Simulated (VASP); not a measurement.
Band structure of PbSe (rock salt). Computed with LDA (Ceperley-Alder, Perdew-Zunger) with spin-orbit coupling, VASP's LDA PAW potentials (set 64) (plane waves; VASP).

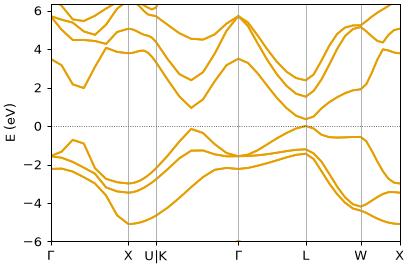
Fig. 1. Bands along high-symmetry lines, zero at the valence-band maximum or, without a gap, the Fermi level

Task: Read the plot: is there a gap, and where are the band edges?

Result: The gap is direct, 0.35 eV, from the valence maximum at L to the conduction minimum at L.

The compound is PbSe in the rock salt structure. It was relaxed first.
